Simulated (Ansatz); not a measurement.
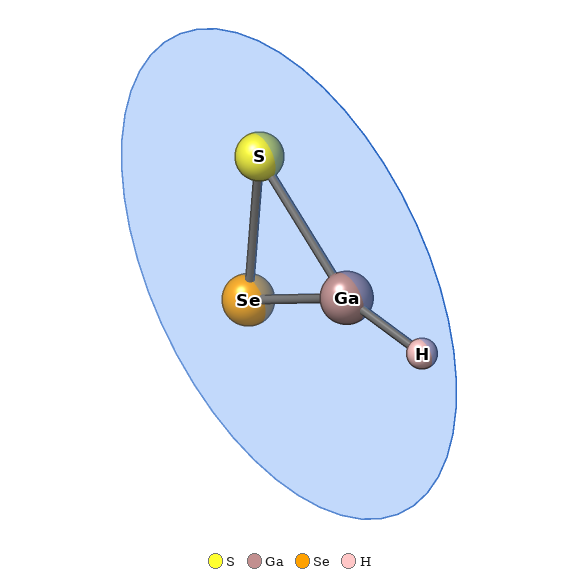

All proper rotation axes (lines) and mirror planes (discs) of the structure are drawn in. Distant atoms are faded towards the background colour. Computed geometry: PBE-D4/def2-SVP optimisation. No frequency run is at hand to confirm it as a minimum.

### Name the symmetry elements and the point group.

It has 1 mirror plane. Point group Cs. The group has 2 operations. The geometry is achiral, and symmetry allows a dipole moment.
